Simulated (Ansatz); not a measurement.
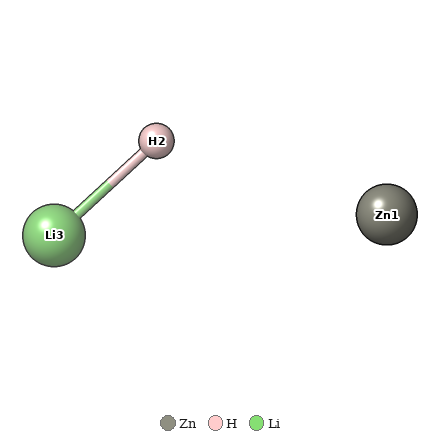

The system is Zn + HLi; the picture shows the reference structure. 
- Coordinates scanned: (1) distance Zn1–H2; (2) distance H2–Li3.
- Nothing is relaxed (the angle Zn1–H2–Li3 is fixed at 120 degrees).
- Grid: 15 × 15 points.
- Points are written as (first, second).
- Energies are in kcal/mol, from the lowest grid point.
- The reference is spin-restricted, so regions where a bond is pulled apart into radicals lie too high.
- Computed with RKS CAM-B3LYP-D4/def2-TZVPD in Ansatz.

Its coordinates:

```yaml
atoms:
  - { symbol: Zn, position_ang: [-2.7740, 0.0000, 0.0000] }
  - { symbol: H, position_ang: [0.0000, 0.0000, 0.0000] }
  - { symbol: Li, position_ang: [0.7980, 1.3822, 0.0000] }
```

Range: distance Zn1–H2 from 1.224 to 3.624 Å; distance H2–Li3 from 1.272 to 3.672 Å.

**What will the energy surface look like?**

The lowest grid point is at (2.774 Å, 1.596 Å). The highest grid point, (1.224 Å, 3.672 Å), lies 85.9 kcal/mol above the lowest.

| distance H2–Li3 ↓, distance Zn1–H2 → | 1.224 | 1.302 | 1.415 | 1.548 | 1.695 | 1.853 | 2.022 | 2.199 | 2.383 | 2.575 | 2.774 | 2.978 | 3.188 | 3.404 | 3.624 |
| --- | --- | --- | --- | --- | --- | --- | --- | --- | --- | --- | --- | --- | --- | --- | --- |
| 3.672 | 85.9 | 71.5 | 58.8 | 51.4 | 48.6 | 48.7 | 50.2 | 52.4 | 54.6 | 56.4 | 57.8 | 58.8 | 59.6 | 60.2 | 60.8 |
| 3.452 | 83.8 | 69.3 | 56.4 | 48.7 | 45.5 | 45.1 | 46.2 | 48.1 | 49.9 | 51.4 | 52.6 | 53.5 | 54.2 | 54.8 | 55.3 |
| 3.236 | 81.6 | 66.9 | 53.7 | 45.7 | 42.0 | 41.2 | 41.7 | 43.2 | 44.6 | 45.9 | 46.9 | 47.7 | 48.3 | 48.9 | 49.4 |
| 3.026 | 79.2 | 64.4 | 50.9 | 42.5 | 38.3 | 36.9 | 36.9 | 37.9 | 39.0 | 40.0 | 40.8 | 41.5 | 42.1 | 42.6 | 43.0 |
| 2.822 | 76.8 | 61.7 | 47.8 | 38.9 | 34.2 | 32.2 | 31.7 | 32.2 | 32.9 | 33.7 | 34.3 | 34.9 | 35.5 | 36.0 | 36.4 |
| 2.623 | 74.3 | 59.0 | 44.6 | 35.1 | 29.7 | 27.2 | 26.0 | 26.1 | 26.5 | 27.1 | 27.6 | 28.1 | 28.6 | 29.0 | 29.5 |
| 2.431 | 71.7 | 56.0 | 41.2 | 31.2 | 25.1 | 21.9 | 20.2 | 19.9 | 20.1 | 20.4 | 20.8 | 21.2 | 21.7 | 22.1 | 22.5 |
| 2.247 | 69.6 | 53.5 | 37.9 | 27.3 | 20.6 | 16.8 | 14.6 | 13.9 | 13.8 | 14.0 | 14.3 | 14.6 | 15.0 | 15.4 | 15.8 |
| 2.070 | 66.8 | 50.5 | 34.9 | 24.1 | 17.3 | 12.7 | 10.3 | 8.9 | 8.5 | 8.5 | 8.7 | 9.0 | 9.3 | 9.7 | 10.0 |
| 1.901 | 63.5 | 47.0 | 31.2 | 20.1 | 13.4 | 9.1 | 7.0 | 5.8 | 5.2 | 5.1 | 5.1 | 5.2 | 5.4 | 5.7 | 5.9 |
| 1.743 | 60.8 | 44.2 | 28.2 | 17.0 | 10.2 | 6.0 | 3.6 | 2.4 | 1.8 | 1.6 | 1.6 | 1.6 | 1.8 | 2.0 | 2.2 |
| 1.596 | 59.9 | 43.1 | 27.0 | 15.8 | 8.8 | 4.8 | 2.2 | 1.0 | 0.4 | 0.1 | 0.0 | 0.1 | 0.2 | 0.4 | 0.6 |
| 1.463 | 61.8 | 44.8 | 28.4 | 17.1 | 10.2 | 6.2 | 3.6 | 2.3 | 1.7 | 1.4 | 1.3 | 1.4 | 1.5 | 1.7 | 1.9 |
| 1.350 | 66.7 | 49.4 | 32.8 | 21.3 | 14.4 | 10.4 | 7.9 | 6.6 | 6.0 | 5.7 | 5.6 | 5.7 | 5.8 | 6.0 | 6.2 |
| 1.272 | 72.7 | 55.1 | 38.3 | 26.7 | 19.7 | 15.8 | 13.3 | 12.1 | 11.5 | 11.2 | 11.1 | 11.2 | 11.3 | 11.5 | 11.7 |

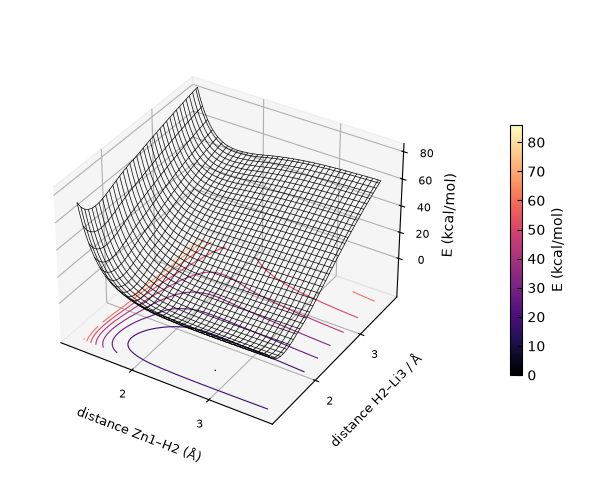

The picture shows a relief with its contours projected below. Between grid points the surface is interpolated.

The whole map (225 points run) took 8.3 min on 1 thread of Intel(R) Xeon(R) Platinum 8375C CPU @ 2.90GHz (Ice Lake), with other jobs on the host.
